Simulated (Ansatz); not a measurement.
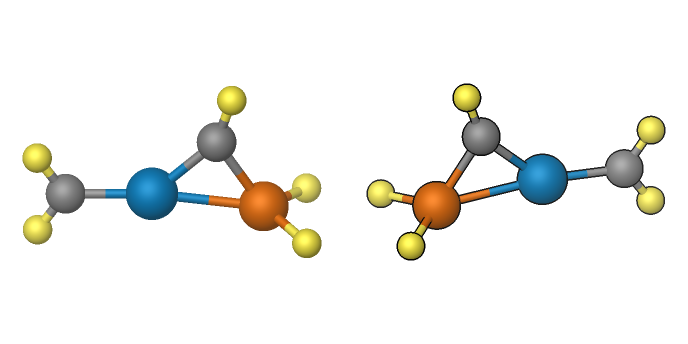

The same structure drawn twice, from different directions. Colours: nitrogen grey, aluminium blue, silicon orange, hydrogen yellow.

Computed geometry: PBE0-D4/def2-TZVP optimisation.

Question: What is the molecular formula?

Answer: AlH5N2Si, 9 atoms: 1 aluminium, 5 hydrogen, 2 nitrogen and 1 silicon.

Question: Name some functional groups or characteristic bonds that it holds.

Answer: Among them: Si–H bond, Si–N bond.

Question: How many sets of symmetry-equivalent atoms are there?

Answer: 8: 1 N, 1 Al, 1 N, 1 Si, 1 H, 1 H, 1 H, 2 H.

Question: Give the symmetry (Schoenflies symbol).

Answer: Cs.

More results for the same structure follow; atom numbers are the same in all pictures, views and colours differ.

**Geometry**

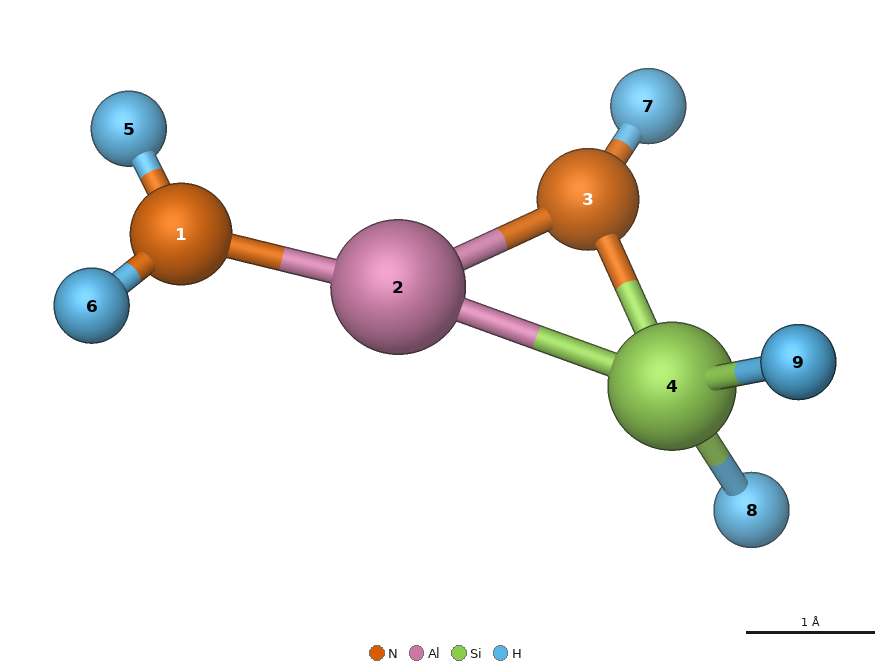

Atoms carry their numbers in the input.

Which atoms are bonded, and how long are the bonds?

| bond | length (Å) |
| --- | --- |
| N1–Al2 | 1.760 |
| N1–H5 | 1.007 |
| N1–H6 | 1.006 |
| Al2–N3 | 1.774 |
| Al2–Si4 | 2.292 |
| N3–Si4 | 1.764 |
| N3–H7 | 1.009 |
| Si4–H8 | 1.494 |
| Si4–H9 | 1.494 |

**Electronic properties**

Level of theory: RKS PBE0-D4/def2-TZVPP (Ansatz 0.2.0).

Question: Give the HOMO energy (Kohn–Sham orbital) at this level.

Answer: −6.38 eV.

Question: Give the LUMO energy (Kohn–Sham orbital) at this level.

Answer: −0.90 eV.

Question: Estimate the dispersion correction.

Answer: −14.3 kJ/mol.

**Charges**

The questions are on Mulliken charges. Properties computed with RKS PBE0-D4/def2-TZVP (Ansatz 0.2.0).

Question: Which atom carries the highest charge (most positive or least negative)?

Answer: Al2 (0.43 e).

Question: And the lowest?

Answer: N1 (−0.66 e).

List the Mulliken charges.

| atom | value (e) |
| --- | --- |
| N1 | −0.66 |
| Al2 | 0.43 |
| N3 | −0.52 |
| Si4 | 0.15 |
| H5 | 0.24 |
| H6 | 0.25 |
| H7 | 0.20 |
| H8 | −0.04 |
| H9 | −0.04 |

**Dipole moment**

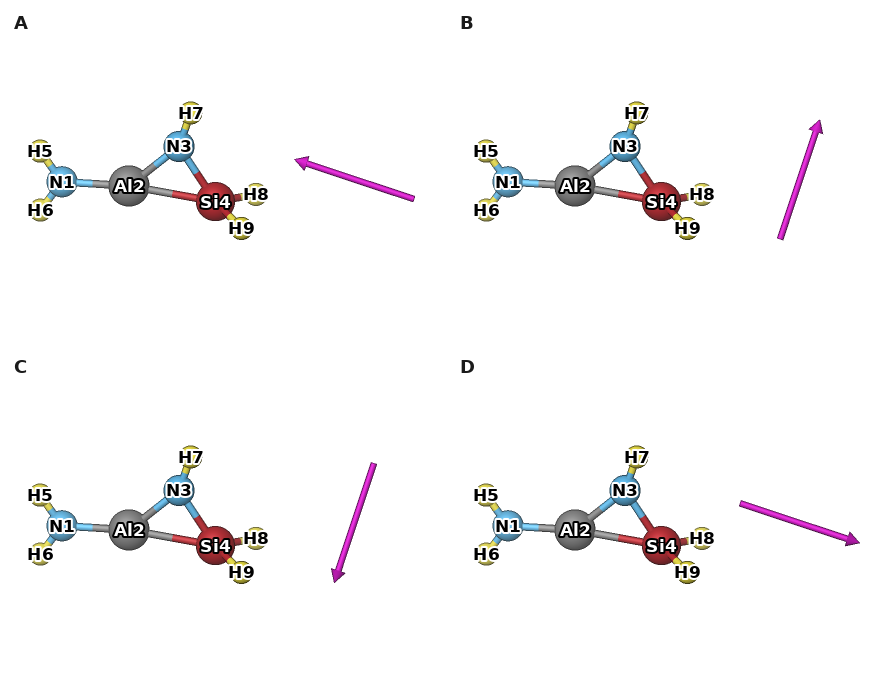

The same molecule four times, each with an arrow. Properties computed with RKS B3LYP-D4/def2-TZVPP (Ansatz 0.2.0).

Question: Which arrow points along the dipole moment, from the negative to the positive end?

Answer: A. The dipole moment is 2.36 D; it points from the side of H8, H9 to the side of H5 (the outermost atoms at the two ends).

Mulliken values depend strongly on the basis set and can even reverse the polarity of a bond.
